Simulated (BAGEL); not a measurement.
# CH5BrSi (SMILES [H][Si]([H])(C)Br): HF/6-31G(d) (density fitting with qzvpp-jkfit, spherical functions)

What is the vertical singlet–triplet gap of CH5BrSi at HF/6-31G* (density fitting with qzvpp-jkfit, spherical functions)? 

The calculation is run with BAGEL 1.2.2.

4 further runs of the same task are left out: 3 that didn't finish, 1 set aside as unsound or not needed. Runs told in other sessions of the task aren't counted.

## (1) Starting point

CH5BrSi has 8 atoms, charge 0, and is taken as a singlet. SMILES: `[H][Si]([H])(C)Br`. The shape is that of a GFN2-xTB optimisation.

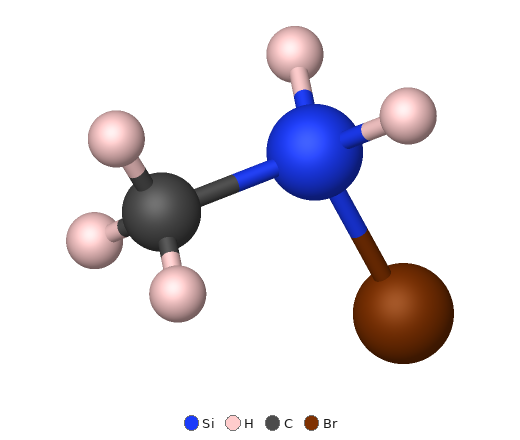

Viewed from a chosen angle; silicon blue, hydrogen pink, carbon dark grey, bromine brown.

## (2) A single-point energy at HF/6-31G(d) (density fitting with qzvpp-jkfit, spherical functions)

calc.json reads:

```json
{ "bagel": [

{
  "title": "molecule",
  "basis": "6-31gs.json",
  "df_basis": "qzvpp-jkfit",
  "angstrom": "true",
  "geometry": [
    { "atom": "Si", "xyz": [    0.502550,   -0.619000,    0.360310 ] },
    { "atom": "H", "xyz": [    0.454730,   -0.720240,    1.812290 ] },
    { "atom": "H", "xyz": [    1.852830,   -0.738230,   -0.171110 ] },
    { "atom": "C", "xyz": [   -0.417350,    0.890380,   -0.302810 ] },
    { "atom": "H", "xyz": [    0.023680,    1.809870,    0.070730 ] },
    { "atom": "H", "xyz": [   -1.463940,    0.879390,   -0.006670 ] },
    { "atom": "H", "xyz": [   -0.385230,    0.925300,   -1.390100 ] },
    { "atom": "Br", "xyz": [   -0.567270,   -2.427470,   -0.372630 ] }
  ]
},
{ "title": "hf" },
{ "title": "print", "file": "orbitals.molden", "orbitals": "true" }

]}
```

The basis set 6-31G* is read from a file made from the Basis Set Exchange's data (not shown).

Started as:

```console
$ BAGEL_NUM_THREADS=1 BAGEL calc.json > calc.out
```

The program printed:

```text
* using 1 threads per process

  ===============================================================
  ===============================================================

  *** Geometry ***

  { "atom" : "Si", "xyz" : [      0.949682,     -1.169740,      0.680887 ] },
  { "atom" : "H", "xyz" : [      0.859315,     -1.361056,      3.424732 ] },
  { "atom" : "H", "xyz" : [      3.501341,     -1.395053,     -0.323351 ] },
  { "atom" : "C", "xyz" : [     -0.788677,      1.682574,     -0.572228 ] },
  { "atom" : "H", "xyz" : [      0.044749,      3.420159,      0.133660 ] },
  { "atom" : "H", "xyz" : [     -2.766446,      1.661806,     -0.012604 ] },
  { "atom" : "H", "xyz" : [     -0.727979,      1.748564,     -2.626908 ] },
  { "atom" : "Br", "xyz" : [     -1.071985,     -4.587253,     -0.704169 ] },

  Number of auxiliary basis functions:      559

  Since a DF basis is specified, we compute 2- and 3-index integrals:
    o Being stored without compression. Storage requirement is 0.024 GB

  Number of basis functions:       74
  Number of electrons      :       60

    * METHOD: MOLECULE                             0.35

  *** RHF ***

  === Nuclear Repulsion ===
   233.2049992172

      * DIIS with orbital gradients will be used.

  === RHF iteration (6-31gs.json) ===
      0      -2901.77153447          0.01153195           0.10
      1      -2901.83954794          0.00446309           0.10
      2      -2901.84888189          0.00112953           0.10
      3      -2901.84960674          0.00016552           0.10
      4      -2901.84962291          0.00004100           0.10
      5      -2901.84962447          0.00001011           0.10
      6      -2901.84962457          0.00000299           0.09
      7      -2901.84962457          0.00000092           0.09
      8      -2901.84962458          0.00000024           0.10
      9      -2901.84962458          0.00000006           0.10
     10      -2901.84962458          0.00000002           0.09
     11      -2901.84962458          0.00000001           0.10
    * SCF iteration converged.

    * Permanent dipole moment:
           (   -0.323029,    -0.982946,    -0.215744) a.u.

    * METHOD: HF                                   1.44

    * METHOD: PRINT                                0.01

  ===============================================================
```

Run time: 1.9 s. Hardware: 1 thread of Arm Neoverse V1, shared host.

## (3) The triplet

calc.json reads:

```json
{ "bagel": [

{
  "title": "molecule",
  "basis": "6-31gs.json",
  "df_basis": "qzvpp-jkfit",
  "angstrom": true,
  "geometry": [
    { "atom": "Si", "xyz": [       0.502550,      -0.619000,       0.360310 ] },
    { "atom": "H", "xyz": [       0.454730,      -0.720240,       1.812290 ] },
    { "atom": "H", "xyz": [       1.852830,      -0.738230,      -0.171110 ] },
    { "atom": "C", "xyz": [      -0.417350,       0.890380,      -0.302810 ] },
    { "atom": "H", "xyz": [       0.023680,       1.809870,       0.070730 ] },
    { "atom": "H", "xyz": [      -1.463940,       0.879390,      -0.006670 ] },
    { "atom": "H", "xyz": [      -0.385230,       0.925300,      -1.390100 ] },
    { "atom": "Br", "xyz": [      -0.567270,      -2.427470,      -0.372630 ] }
  ]
},

{ "title": "uhf", "nopen": 2 },

{ "title": "print", "file": "orbitals.molden", "orbitals": true }

]}
```

The basis set 6-31G* is read from a file made from the Basis Set Exchange's data (not shown).

Started as:

```console
$ BAGEL_NUM_THREADS=1 BAGEL calc.json > calc.out
```

The program printed:

```text
* using 1 threads per process

  ===============================================================
  ===============================================================

  *** Geometry ***

  { "atom" : "Si", "xyz" : [      0.949682,     -1.169740,      0.680887 ] },
  { "atom" : "H", "xyz" : [      0.859315,     -1.361056,      3.424732 ] },
  { "atom" : "H", "xyz" : [      3.501341,     -1.395053,     -0.323351 ] },
  { "atom" : "C", "xyz" : [     -0.788677,      1.682574,     -0.572228 ] },
  { "atom" : "H", "xyz" : [      0.044749,      3.420159,      0.133660 ] },
  { "atom" : "H", "xyz" : [     -2.766446,      1.661806,     -0.012604 ] },
  { "atom" : "H", "xyz" : [     -0.727979,      1.748564,     -2.626908 ] },
  { "atom" : "Br", "xyz" : [     -1.071985,     -4.587253,     -0.704169 ] },

  Number of auxiliary basis functions:      559

  Since a DF basis is specified, we compute 2- and 3-index integrals:
    o Being stored without compression. Storage requirement is 0.024 GB

  Number of basis functions:       74
  Number of electrons      :       60

    * METHOD: MOLECULE                             0.35

  *** Open-shell HF ***

  === Nuclear Repulsion ===
   233.2049992172

      * DIIS with orbital gradients will be used.

  === UHF iteration (6-31gs.json) ===
      0      -2901.45445622          0.02306128           0.18
      1      -2901.54254023          0.01068812           0.17
      2      -2901.56618669          0.00557600           0.17
      3      -2901.57520168          0.00242575           0.17
      4      -2901.58367447          0.00171068           0.17
      5      -2901.58905713          0.00086758           0.17
      6      -2901.59030746          0.00026701           0.17
      7      -2901.59051350          0.00014212           0.17
      8      -2901.59059200          0.00007096           0.17
      9      -2901.59060913          0.00004167           0.17
     10      -2901.59061589          0.00001868           0.18
     11      -2901.59061745          0.00001178           0.17
     12      -2901.59061838          0.00000524           0.17
     13      -2901.59061856          0.00000228           0.17
     14      -2901.59061859          0.00000144           0.17
     15      -2901.59061860          0.00000098           0.17
     16      -2901.59061860          0.00000061           0.17
     17      -2901.59061860          0.00000040           0.17
     18      -2901.59061860          0.00000031           0.17
     19      -2901.59061860          0.00000024           0.17
     20      -2901.59061860          0.00000016           0.17
     21      -2901.59061860          0.00000012           0.17
     22      -2901.59061860          0.00000010           0.17
     23      -2901.59061860          0.00000010           0.17
     24      -2901.59061860          0.00000010           0.17
     25      -2901.59061860          0.00000010           0.17
     26      -2901.59061860          0.00000010           0.18
     27      -2901.59061860          0.00000010           0.17
     28      -2901.59061860          0.00000009           0.17
     29      -2901.59061860          0.00000009           0.17
     30      -2901.59061860          0.00000009           0.18
     31      -2901.59061860          0.00000008           0.18
     32      -2901.59061861          0.00000007           0.18
     33      -2901.59061861          0.00000006           0.18
     34      -2901.59061861          0.00000005           0.18
     35      -2901.59061861          0.00000004           0.18
     36      -2901.59061861          0.00000003           0.18
     37      -2901.59061861          0.00000002           0.17
     38      -2901.59061861          0.00000001           0.17
     39      -2901.59061861          0.00000001           0.18
     40      -2901.59061861          0.00000001           0.17
    * SCF iteration converged.

    * S^2 (UHF) is 2.0143

    * Permanent dipole moment:
           (    0.655399,     0.694644,     0.449255) a.u.

    * METHOD: UHF                                  7.40

    * METHOD: PRINT                                0.01

  ===============================================================
```

Wall time 8.1 s (1 thread of Arm Neoverse V1, shared host).

## (4) Summary of results

Level: HF/6-31G* (density fitting with qzvpp-jkfit, spherical functions).

```
                                        quantity           value
                           singlet: total energy  -2901.84962 Eh
                          singlet: dipole moment          2.69 D
                            singlet: HOMO energy       -11.03 eV
                            singlet: LUMO energy         3.37 eV
                          singlet: HOMO–LUMO gap        14.40 eV
                           triplet: total energy  -2901.59062 Eh
                          triplet: dipole moment          2.68 D
                                   triplet: ⟨S²⟩           2.014
vertical energy of the triplet above the singlet        7.048 eV
```

In words: At this shape the triplet lies 7.05 eV (163 kcal/mol) above the singlet.
